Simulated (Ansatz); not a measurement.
```
Zr Ag As
1.0
     3.90783    0.00000    0.00000
     0.00000    3.90783    0.00000
     0.00000    0.00000   15.25093
Zr Ag As
4 4 4
Direct
  0.00000 0.00000 0.32097
  0.50000 0.50000 0.82097
  0.00000 0.00000 0.67903
  0.50000 0.50000 0.17903
  0.00000 0.50000 0.00000
  0.50000 0.00000 0.50000
  0.50000 0.00000 0.00000
  0.00000 0.50000 0.50000
  0.00000 0.00000 0.13029
  0.50000 0.50000 0.63029
  0.00000 0.00000 0.86971
  0.50000 0.50000 0.36971
```

Space group I4/mmm; built by placing these elements on a known structure type; not relaxed (largest force 1.6 eV/Å); computed pressure about −4 GPa in this cell.

These are results of DFT, PAW plane waves, r2SCAN in Ansatz, not measurements.

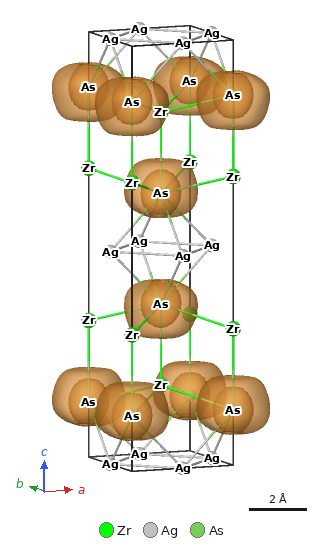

ZrAgAs. Isosurface of the electron localisation function at 0.6 (orange), seen slightly off an axis. Core shells are left out. Sticks mark near contacts.

In a PAW calculation such maps are meaningful between the atoms, not at the nuclei.

**Describe the localisation domains.**

The ELF exceeds this value in four regions wrapped around As (the valence shell of each), counted in one cell of 12 atoms. Any copies at cell faces, edges or corners count once. Profiles from the grid: Ag–Ag (2.76 Å): the ELF is about 0.15 at the midpoint (no shared electron pair shows on this line). Ag–As (2.79 Å): the ELF is about 0.25 at the midpoint.
